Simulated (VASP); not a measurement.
# Driving VASP from ASE on Tl (Thallium), part 2 of 3

Do ASE scripts that read Tl (Thallium) from different structure formats give one answer, and do several routes find one equilibrium volume? All runs use r2SCAN. Left out of this account: 1 further run (self-consistent run: a reference on another mesh). This is not the structure that Tl takes at ambient conditions. The start is a cell from a database of measured crystal structures.

VASP 6.6.1; r2SCAN; plane waves and PAW (Tl_d).

So far. Step 2 (Self-consistent run (r2SCAN, through ASE)): The pressure is 0.84 GPa and the largest force 0.000 eV/Å, so the cell is not at a minimum at these settings. Step 3 (A single point (r2SCAN, through ASE)): The energy lies +0.17 meV an atom from the first script, since this cell and mesh sample the zone at other points.

## (4) Full relaxation (r2SCAN, through ASE)

System of this step: Tl (Thallium). It takes space group Im-3m (No. 229, cubic). Conventional cell: a = 3.882 Å, b = 3.882 Å, c = 3.882 Å, α = 90.00°, β = 90.00°, γ = 90.00°. Tl has 8 Tl at 3.36 Å nearest.

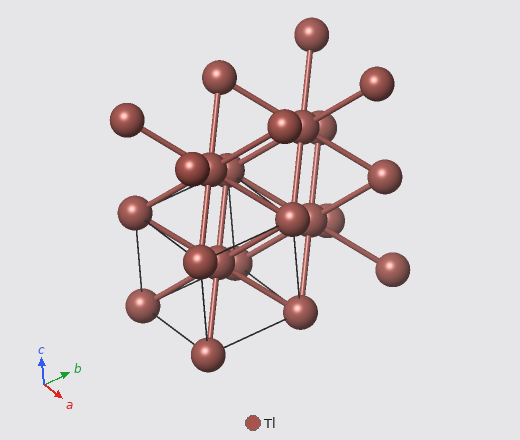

The cell of this step (thallium brown). 1×2×2 conventional cells are drawn. Some periodic images of atoms are drawn too.

Properties are meant for the cell that this level of theory prefers, so cell and atoms are relaxed first (ISIF = 3) until forces and stress are small; EDIFFG sets the threshold.

Contents of run.py:

```python
import numpy as np
from ase.calculators.vasp import Vasp
from ase import Atoms

atoms = Atoms(['Tl'],
              cell=[[-1.941, 1.941, 1.941], [1.941, -1.941, 1.941], [1.941, 1.941, -1.941]],
              scaled_positions=[[0.0, 0.0, 0.0]],
              pbc=True)

calc = Vasp(
    xc='r2scan',
    pp='PBE',
    prec='Accurate',
    encut=400,
    ediff=1e-06,
    nelm=100,
    ismear=-1,
    sigma=0.05,
    lreal=False,
    algo='Normal',
    lasph=True,
    nbands=12,
    lorbit=11,
    lwave=False,
    lcharg=False,
    kpar=2,
    ibrion=2,
    nsw=60,
    isif=3,
    ediffg=-0.01,
    pp_version='64',
    setups={'Tl': '_d'},
    kpts=(14, 14, 14),
    gamma=True,
    txt='vasp.out',
)
atoms.calc = calc

print("energy (eV):", round(atoms.get_potential_energy(), 6))
print("Fermi level (eV):", round(calc.get_fermi_level(), 4))
print("forces (eV/A):")
print(np.round(atoms.get_forces(), 4))
print("stress (GPa, Voigt, tension positive):", np.round(atoms.get_stress() * 160.21766, 3))
print("cell (A, degrees):", np.round(atoms.cell.cellpar(), 4))
print("volume (A^3):", round(atoms.get_volume(), 4))
print("positions:")
print(np.round(atoms.get_scaled_positions(), 5))
```

The projector-augmented-wave data sets are Tl_d (PBE family, release 64).

Command:

```sh
export ASE_VASP_COMMAND="mpirun -np 2 vasp_std"
python run.py
```

The program printed:

```text
energy (eV): -53.174532
Fermi level (eV): 6.1549
forces (eV/A):
[[-0.  0. -0.]]
stress (GPa, Voigt, tension positive): [-0.053 -0.053 -0.053 -0.     0.    -0.   ]
cell (A, degrees): [  3.3868   3.3868   3.3868 109.4712 109.4712 109.4712]
volume (A^3): 29.905
positions:
[[0. 0. 0.]]
```

It took 97 s on 2 MPI ranks of AMD EPYC 7R43, shared host; peak memory 0.24 GiB; 3.2 min of CPU time.

ASE turned this into the INCAR:

```
ENCUT = 400.000000
SIGMA = 0.050000
EDIFF = 1.00e-06
EDIFFG = -1.00e-02
ALGO = Normal
METAGGA = R2SCAN
PREC = Accurate
IBRION = 2
ISIF = 3
ISMEAR = -1
KPAR = 2
LORBIT = 11
NBANDS = 12
NELM = 100
NSW = 60
LASPH = .TRUE.
LCHARG = .FALSE.
LWAVE = .FALSE.
LREAL = .FALSE.
```

The KPOINTS that ASE wrote:

```
KPOINTS created by Atomic Simulation Environment
0
Gamma
14 14 14
0 0 0
```

VASP's own log, vasp.out:

```text
[banner, memory and clock lines left out]
running    2 mpi-ranks, on    1 nodes
 distrk:  each k-point on    1 cores,    2 groups
 distr:  one band on    1 cores,    1 groups

 POSCAR found type information on POSCAR Tl
 POSCAR found :  1 types and       1 ions
 [... a notice as in an earlier step ...]

 LDA part: xc-table for (None), standard interpolation
 POSCAR, INCAR and KPOINTS ok, starting setup
 FFT: planning ... GRIDC
 FFT: planning ... GRID_SOFT
 FFT: planning ... GRID
 WAVECAR not read
 entering main loop
       N       E                     dE             d eps       ncg     rms          rms(c)
[... 13 cycles as in an earlier step ...]
   1 F= -.53174402E+02 E0= -.53172742E+02  d E =-.531744E+02
 curvature:   0.00 expect dE= 0.000E+00 dE for cont linesearch  0.000E+00
 trial: gam= 0.00000 g(F)=  0.516E-62 g(S)=  0.341E-02 ort = 0.000E+00 (trialstep = 0.100E+01)
 search vector abs. value=  0.341E-02
 bond charge predicted
       N       E                     dE             d eps       ncg     rms          rms(c)
DAV:   1    -0.532451722768E+02   -0.70770E-01   -0.11591E+00  2688   0.107E+01    0.160E+00
DAV:   2    -0.531840935972E+02    0.61079E-01   -0.10401E-01  2628   0.301E+00    0.508E-01
DAV:   3    -0.531763819289E+02    0.77117E-02   -0.29296E-02  2556   0.162E+00    0.431E-01
DAV:   4    -0.531762298325E+02    0.15210E-03   -0.73956E-04  2704   0.193E-01    0.434E-02
DAV:   5    -0.531762305926E+02   -0.76008E-06   -0.11051E-04  2736   0.102E-01    0.178E-02
DAV:   6    -0.531762361287E+02   -0.55361E-05   -0.56831E-06  2768   0.168E-02    0.156E-03
DAV:   7    -0.531762361478E+02   -0.19170E-07   -0.12237E-07  1380   0.246E-03
   2 F= -.53176236E+02 E0= -.53174532E+02  d E =-.183394E-02
 trial-energy change:   -0.001834  1 .order   -0.001814   -0.003407   -0.000221
 step:   1.0665(harm=  1.0693)  dis= 0.00000  next Energy=   -53.176243 (dE=-0.184E-02)
 reached required accuracy - stopping structural energy minimisation
```

OUTCAR, selected parts (step 4):

```text
The static configuration has the point symmetry O_h .

 Found    104 irreducible k-points:

   NELECT =      13.0000    total number of electrons

 E-fermi :   6.1549

 k-point     1 :       0.0000    0.0000    0.0000
  band No.  band energies     occupation
    ...
      2      -6.1047      2.00000
      3      -6.1047      2.00000
      4      -5.7021      2.00000
      5      -5.7021      2.00000
      6      -4.0640      2.00000
      7      16.7371      0.00000
      8      16.7371      0.00000
      9      16.7371      0.00000
     10      19.0251      0.00000
     11      19.0251      0.00000
    ...

 k-point     2 :       0.0714    0.0000    0.0000
  band No.  band energies     occupation
    ...
      2      -6.0980      2.00000
      3      -6.0741      2.00000
      4      -5.7112      2.00000
      5      -5.7023      2.00000
      6      -3.9488      2.00000
      7      15.5544      0.00000
      8      16.3179      0.00000
      9      16.5172      0.00000
     10      18.5112      0.00000
     11      18.8874      0.00000
    ...

  Total        0.0099371      0.0099371      0.0099371      0.0000000     -0.0000000     -0.0000000
  in kB        0.5323855      0.5323855      0.5323855      0.0000000     -0.0000000     -0.0000000
  external PRESSURE =       0.5323855 kB  Pullay stress =       0.0000000 kB

  energy-cutoff  :      400.00
  volume of cell :       29.91
      direct lattice vectors                 reciprocal lattice vectors
    -1.955365963  1.955365963  1.955365963     0.000000000  0.255706609  0.255706609
     1.955365963 -1.955365963  1.955365963     0.255706609  0.000000000  0.255706609
     1.955365963  1.955365963 -1.955365963     0.255706609  0.255706609  0.000000000

 POSITION                                       TOTAL-FORCE (eV/Angst)
 -----------------------------------------------------------------------------------
      1.95537      1.95537      1.95537        -0.000000      0.000000     -0.000000
 -----------------------------------------------------------------------------------
    total drift:                               -0.000000     -0.000000      0.000000

  FREE ENERGIE OF THE ION-ELECTRON SYSTEM (eV)
  ---------------------------------------------------
  free  energy   TOTEN  =       -53.1762361478 eV

  energy  without entropy=      -53.1728288074  energy(sigma->0) =      -53.17453248

 reached required accuracy - stopping structural energy minimisation

 total charge
# of ion       s       p       d       tot
------------------------------------------
    1        1.189   0.385   9.624  11.198

[... 7 parts as in an earlier step ...]

[... 5 further parts left out ...]
```

CONTCAR:

```
Tl
   1.00000000000000
    -1.9553659629496627    1.9553659629496627    1.9553659629496627
     1.9553659629496627   -1.9553659629496627    1.9553659629496627
     1.9553659629496627    1.9553659629496627   -1.9553659629496627
  Tl
     1
Direct
     1.0000000000000000    1.0000000000000000    1.0000000000000000
```

The run keeps the 48 symmetry operations of its start, so it cannot find a distortion of lower symmetry.

Relaxation path:

```
step  energy less that of the first step (eV)  largest force (eV/Å)  pressure (GPa)  volume (Å³)
   1                                   0.0000                0.0000            0.84        29.25
   2                                  -0.0018                0.0000            0.05        29.91
```

```
conventional cell, symmetrised  before  after  change
                         a (Å)   3.882  3.911  +0.7 %
                         b (Å)   3.882  3.911  +0.7 %
                         c (Å)   3.882  3.911  +0.7 %
              volume (Å³/atom)   29.25  29.91  +2.2 %
```

The relaxed structure:

```xyz
1
Lattice="-1.9554 1.9554 1.9554 1.9554 -1.9554 1.9554 1.9554 1.9554 -1.9554" Properties=species:S:1:pos:R:3 pbc="T T T"
Tl    0.0000    0.0000    0.0000
```

This step gave:

```yaml
electrons: 13
bands: 12
irreducible_k_points: 104
free_energy_toten: -53.1762 eV
energy_at_zero_smearing: -53.1745 eV
fermi_energy: 6.155 eV
pressure: 0.05324 GPa
scf_cycles_over_all_ionic_steps: 20
```

It ends with forces that vanish by symmetry and a pressure of 0.05 GPa.

## (5) Energy against volume, from ASE (r2SCAN)

An ASE loop scales the volume and fits the energies, which gives the bulk modulus from energies alone.

Contents of run.py:

```python
import numpy as np
from ase.calculators.vasp import Vasp
from ase.io import read
from ase.eos import EquationOfState
from ase.units import GPa

atoms = read('structure.vasp')

calc = Vasp(
    xc='r2scan',
    pp='PBE',
    prec='Accurate',
    encut=400,
    ediff=1e-06,
    nelm=100,
    ismear=-1,
    sigma=0.05,
    lreal=False,
    algo='Normal',
    lasph=True,
    nbands=12,
    lorbit=11,
    lwave=False,
    lcharg=False,
    kpar=2,
    isif=2,
    pp_version='64',
    setups={'Tl': '_d'},
    kpts=(14, 14, 14),
    gamma=True,
    txt='vasp.out',
)
atoms.calc = calc

cell, volumes, energies = atoms.get_cell(), [], []
for x in [0.94, 0.96, 0.98, 1.0, 1.02, 1.04, 1.06]:
    atoms.set_cell(cell * x ** (1 / 3), scale_atoms=True)
    volumes.append(atoms.get_volume())
    energies.append(atoms.get_potential_energy())
    print(f"{x:.2f}  V = {volumes[-1]:.4f} A^3  E = {energies[-1]:.6f} eV")
v0, e0, b0 = EquationOfState(volumes, energies, eos="birchmurnaghan").fit()
print(f"V0 = {v0:.4f} A^3  E0 = {e0:.6f} eV  B0 = {b0 / GPa:.2f} GPa")
```

Contents of structure.vasp:

```
Tl
1.0
   -1.9410000000      1.9410000000      1.9410000000
    1.9410000000     -1.9410000000      1.9410000000
    1.9410000000      1.9410000000     -1.9410000000
Tl
1
Direct
    0.0000000000      0.0000000000      0.0000000000
```

The program printed:

```text
0.94  V = 27.4957 A^3  E = -53.148239 eV
0.96  V = 28.0807 A^3  E = -53.159798 eV
0.98  V = 28.6657 A^3  E = -53.167820 eV
1.00  V = 29.2507 A^3  E = -53.172742 eV
1.02  V = 29.8357 A^3  E = -53.174893 eV
1.04  V = 30.4208 A^3  E = -53.174611 eV
1.06  V = 31.0058 A^3  E = -53.172209 eV
V0 = 30.0560 A^3  E0 = -53.175057 eV  B0 = 32.54 GPa
```

The job ended after 7 min (2 MPI ranks; peak memory 0.23 GiB).

ASE turned this into the INCAR:

```
ENCUT = 400.000000
SIGMA = 0.050000
EDIFF = 1.00e-06
ALGO = Normal
METAGGA = R2SCAN
PREC = Accurate
ISIF = 2
ISMEAR = -1
KPAR = 2
LORBIT = 11
NBANDS = 12
NELM = 100
LASPH = .TRUE.
LCHARG = .FALSE.
LWAVE = .FALSE.
LREAL = .FALSE.
```

The KPOINTS that ASE wrote:

```
KPOINTS created by Atomic Simulation Environment
0
Gamma
14 14 14
0 0 0
```

VASP's own log, vasp.out (the last of its runs):

```text
[banner, memory and clock lines left out]
running    2 mpi-ranks, on    1 nodes
 distrk:  each k-point on    1 cores,    2 groups
 distr:  one band on    1 cores,    1 groups

 POSCAR found type information on POSCAR Tl
 POSCAR found :  1 types and       1 ions
 [... a notice as in an earlier step ...]

 LDA part: xc-table for (None), standard interpolation
 POSCAR, INCAR and KPOINTS ok, starting setup
 FFT: planning ... GRIDC
 FFT: planning ... GRID_SOFT
 FFT: planning ... GRID
 WAVECAR not read
 WARNING: random wavefunctions but no delay for mixing, default for NELMDL
 entering main loop
       N       E                     dE             d eps       ncg     rms          rms(c)
DAV:   1    -0.129755141483E+02   -0.12976E+02   -0.57803E+03  2776   0.754E+02
DAV:   2    -0.564819409727E+02   -0.43506E+02   -0.42679E+02  2916   0.186E+02
DAV:   3    -0.569589809372E+02   -0.47704E+00   -0.47681E+00  2900   0.178E+01
DAV:   4    -0.569614501934E+02   -0.24693E-02   -0.24692E-02  2908   0.151E+00
DAV:   5    -0.569614841522E+02   -0.33959E-04   -0.33958E-04  2900   0.170E-01    0.165E+00
DAV:   6    -0.531803251988E+02    0.37812E+01   -0.12242E+00  2600   0.115E+01    0.235E+00
DAV:   7    -0.531750365086E+02    0.52887E-02   -0.13245E-02  2868   0.109E+00    0.158E+00
DAV:   8    -0.531749688717E+02    0.67637E-04   -0.24271E-02  2608   0.141E+00    0.319E-01
DAV:   9    -0.531740680630E+02    0.90081E-03   -0.20110E-03  2696   0.425E-01    0.649E-02
DAV:  10    -0.531740542584E+02    0.13805E-04   -0.73426E-04  2740   0.254E-01    0.511E-02
DAV:  11    -0.531740423989E+02    0.11860E-04   -0.14541E-05  2884   0.349E-02    0.328E-02
DAV:  12    -0.531740309505E+02    0.11448E-04   -0.51254E-05  2632   0.670E-02    0.738E-04
DAV:  13    -0.531740313547E+02   -0.40424E-06   -0.60737E-07  1776   0.795E-03
   1 F= -.53174031E+02 E0= -.53172209E+02  d E =-.364392E-02
```

From OUTCAR (step 5):

```text
   ENCUT  =  400.0 eV  29.40 Ry    5.42 a.u.   5.59  5.59  5.59*2*pi/ulx,y,z

   NELECT =      13.0000    total number of electrons

 E-fermi :   5.8128

 k-point     1 :       0.0000    0.0000    0.0000
  band No.  band energies     occupation
    ...
      2      -6.4146      2.00000
      3      -6.4146      2.00000
      4      -6.0462      2.00000
      5      -6.0462      2.00000
      6      -4.1838      2.00000
      7      15.9946      0.00000
      8      15.9946      0.00000
      9      15.9946      0.00000
     10      18.5657      0.00000
     11      18.5657      0.00000
    ...

  Total       -0.1971635     -0.1971635     -0.1971635      0.0000000     -0.0000000      0.0000000
  in kB      -10.1881343    -10.1881343    -10.1881343      0.0000000     -0.0000000      0.0000000
  external PRESSURE =     -10.1881343 kB  Pullay stress =       0.0000000 kB

 POSITION                                       TOTAL-FORCE (eV/Angst)
 -----------------------------------------------------------------------------------
      0.00000      0.00000      0.00000         0.000000     -0.000000     -0.000000
 -----------------------------------------------------------------------------------
    total drift:                               -0.000000      0.000000      0.000000

  FREE ENERGIE OF THE ION-ELECTRON SYSTEM (eV)
  ---------------------------------------------------
  free  energy   TOTEN  =       -53.1740313547 eV

  energy  without entropy=      -53.1703874313  energy(sigma->0) =      -53.17220939

[... 4 parts as in an earlier step ...]

[... 12 further parts left out ...]
```

Numbers from this step:

| Quantity | Value |
| --- | --- |
| bulk modulus | 32.54 GPa |
| equilibrium volume of the fit | 30.06 Å³/atom |

The fitted volume lies +0.50 % from the relaxed one.

## (6) Relaxation driven by ASE (r2SCAN)

Here ASE drives the relaxation and calls VASP for forces and stress at each step.

Contents of run.py:

```python
import numpy as np
from ase.calculators.vasp import Vasp
from ase import Atoms
from ase.optimize import BFGS
from ase.filters import FrechetCellFilter

atoms = Atoms(['Tl'],
              cell=[[-1.941, 1.941, 1.941], [1.941, -1.941, 1.941], [1.941, 1.941, -1.941]],
              scaled_positions=[[0.0, 0.0, 0.0]],
              pbc=True)

calc = Vasp(
    xc='r2scan',
    pp='PBE',
    prec='Accurate',
    encut=400,
    ediff=1e-06,
    nelm=100,
    ismear=-1,
    sigma=0.05,
    lreal=False,
    algo='Normal',
    lasph=True,
    nbands=12,
    lorbit=11,
    lwave=False,
    lcharg=False,
    kpar=2,
    isif=2,
    pp_version='64',
    setups={'Tl': '_d'},
    kpts=(14, 14, 14),
    gamma=True,
    txt='vasp.out',
)
atoms.calc = calc

BFGS(FrechetCellFilter(atoms)).run(fmax=0.02, steps=30)
print("cell (A, degrees):", np.round(atoms.cell.cellpar(), 4))
print("volume (A^3):", round(atoms.get_volume(), 4))
print("energy (eV):", round(atoms.get_potential_energy(), 6))
print("Fermi level (eV):", round(calc.get_fermi_level(), 4))
print("forces (eV/A):")
print(np.round(atoms.get_forces(), 4))
print("stress (GPa, Voigt, tension positive):", np.round(atoms.get_stress() * 160.21766, 3))
```

The program printed:

```text
Step     Time          Energy          fmax
BFGS:    0 --:--:--      -53.174402        0.153419
BFGS:    1 --:--:--      -53.175404        0.110085
BFGS:    2 --:--:--      -53.176712        0.004677
cell (A, degrees): [  3.3881   3.3881   3.3881 109.4712 109.4712 109.4712]
volume (A^3): 29.9396
energy (eV): -53.175006
Fermi level (eV): 6.1438
forces (eV/A):
[[ 0. -0. -0.]]
stress (GPa, Voigt, tension positive): [-0.025 -0.025 -0.025  0.     0.     0.   ]
```

Wall time 3 min (2 MPI ranks); peak memory 0.23 GiB; 5.9 min of CPU time.

The INCAR that ASE wrote:

```
ENCUT = 400.000000
SIGMA = 0.050000
EDIFF = 1.00e-06
ALGO = Normal
METAGGA = R2SCAN
PREC = Accurate
ISIF = 2
ISMEAR = -1
KPAR = 2
LORBIT = 11
NBANDS = 12
NELM = 100
LASPH = .TRUE.
LCHARG = .FALSE.
LWAVE = .FALSE.
LREAL = .FALSE.
```

ASE turned this into the KPOINTS:

```
KPOINTS created by Atomic Simulation Environment
0
Gamma
14 14 14
0 0 0
```

VASP's own log, vasp.out (the last of its runs):

```text
[... set-up lines as in an earlier step ...]
 entering main loop
       N       E                     dE             d eps       ncg     rms          rms(c)
DAV:   1    -0.126666693266E+02   -0.12667E+02   -0.58839E+03  2784   0.765E+02
DAV:   2    -0.564604916800E+02   -0.43794E+02   -0.42994E+02  2868   0.187E+02
DAV:   3    -0.569597726784E+02   -0.49928E+00   -0.49896E+00  2952   0.180E+01
DAV:   4    -0.569624003459E+02   -0.26277E-02   -0.26276E-02  2840   0.154E+00
DAV:   5    -0.569624364269E+02   -0.36081E-04   -0.36081E-04  2908   0.171E-01    0.183E+00
DAV:   6    -0.531825998280E+02    0.37798E+01   -0.12243E+00  2612   0.116E+01    0.245E+00
DAV:   7    -0.531776709035E+02    0.49289E-02   -0.13630E-02  2820   0.111E+00    0.164E+00
DAV:   8    -0.531776030575E+02    0.67846E-04   -0.22528E-02  2640   0.137E+00    0.310E-01
DAV:   9    -0.531767306227E+02    0.87243E-03   -0.20408E-03  2684   0.431E-01    0.509E-02
DAV:  10    -0.531767358481E+02   -0.52254E-05   -0.63636E-04  2780   0.239E-01    0.503E-02
DAV:  11    -0.531767251263E+02    0.10722E-04   -0.12564E-05  2860   0.322E-02    0.343E-02
DAV:  12    -0.531767119746E+02    0.13152E-04   -0.58918E-05  2628   0.725E-02    0.140E-03
DAV:  13    -0.531767123937E+02   -0.41918E-06   -0.66872E-07  1812   0.823E-03
   1 F= -.53176712E+02 E0= -.53175006E+02  d E =-.341320E-02
```

OUTCAR, selected parts (step 6):

```text
   ENCUT  =  400.0 eV  29.40 Ry    5.42 a.u.   5.53  5.53  5.53*2*pi/ulx,y,z

   NELECT =      13.0000    total number of electrons

 E-fermi :   6.1438

 k-point     1 :       0.0000    0.0000    0.0000
  band No.  band energies     occupation
    ...
      2      -6.1145      2.00000
      3      -6.1145      2.00000
      4      -5.7130      2.00000
      5      -5.7130      2.00000
      6      -4.0678      2.00000
      7      16.7132      0.00000
      8      16.7132      0.00000
      9      16.7132      0.00000
     10      19.0102      0.00000
     11      19.0102      0.00000
    ...

  Total        0.0046774      0.0046774      0.0046774     -0.0000000     -0.0000000     -0.0000000
  in kB        0.2503049      0.2503049      0.2503049     -0.0000000     -0.0000000     -0.0000000
  external PRESSURE =       0.2503049 kB  Pullay stress =       0.0000000 kB

 POSITION                                       TOTAL-FORCE (eV/Angst)
 -----------------------------------------------------------------------------------
      0.00000      0.00000      0.00000         0.000000     -0.000000     -0.000000
 -----------------------------------------------------------------------------------
    total drift:                                0.000000     -0.000000      0.000000

  FREE ENERGIE OF THE ION-ELECTRON SYSTEM (eV)
  ---------------------------------------------------
  free  energy   TOTEN  =       -53.1767123937 eV

  energy  without entropy=      -53.1732991951  energy(sigma->0) =      -53.17500579

[... 4 parts as in an earlier step ...]

[... 12 further parts left out ...]
```

Numbers from this step:

| Quantity | Value |
| --- | --- |
| optimizer steps | 2 |
| volume after bfgs | 29.94 Å³/atom |

(Continued in part 3 of 3.)

[Lines on the potential files, build, host, timing and source positions are cut from VASP's logs without a mark.]

[Logs are printed without paths, hosts, clocks, repeated set-up lines and the standing remarks that a program may print on its own settings, such as how far it seeks lower states.]

[Hosts, paths, dates, database ids (printed as entryN), source tags and the programs' standing remarks are cut or masked in the printed files.]

[A measured line is paired with the nearest computed mode of its activity, which favours agreement.]
